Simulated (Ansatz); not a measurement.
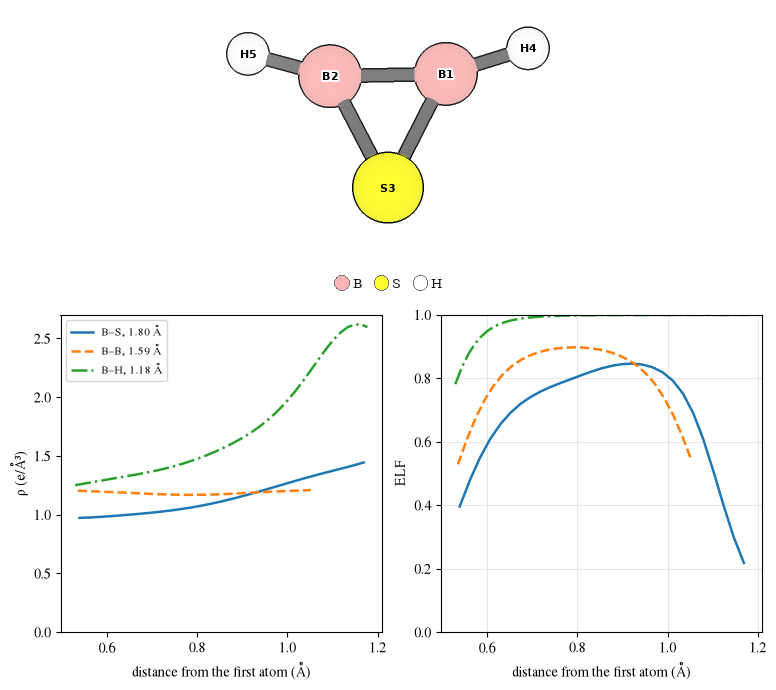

Figure 1: B₂H₂S. Total electron density and electron localisation function along straight lines between neighbouring atoms. The curves leave out the atomic cores. The structure is drawn too.

Geometry: B3LYP-D4/def2-TZVP.

Level of theory: Ansatz, isolated molecule in a Gaussian basis; Kohn-Sham density functional theory, functional PBE0.

Input

```
crystal:
  periodic: [false, false, false]
  atoms:
    - {symbol: B, position_ang: [0.403811, -0.694521, -0.034377]}
    - {symbol: B, position_ang: [-0.205364, 0.125983, -1.249258]}
    - {symbol: S, position_ang: [0.307861, 1.088712, 0.180848]}
    - {symbol: H, position_ang: [0.791642, -1.568767, 0.652502]}
    - {symbol: H, position_ang: [-0.681931, 0.415993, -2.286225]}
basis:
  gaussian:
    orbitals: def2-TZVPD
hamiltonian:
  xc: {name: PBE0}
output: {forces: true, orbitals: {seedname: orbitals}}
```

Run with:

```sh
ansatz run input.yaml --threads 2 --pin off --max-ram 4350MiB --events-out events.jsonl --progress --plain --runs-dir runs
```

> Compare the contacts.

B–S (1.80 Å): ρ is about 1.2 e/Å³ halfway; the ELF peaks at about 0.85 between the atoms (localised, covalent bonding).
B–B (1.59 Å): ρ is about 1.2 e/Å³ halfway; the ELF peaks at about 0.90 between the atoms, as expected for a covalent bond.
B–H (1.18 Å): ρ at the midpoint is about 1.3 e/Å³; the ELF climbs to about 1 towards the hydrogen, as it does in any bond to H (a covalent bond by its length).
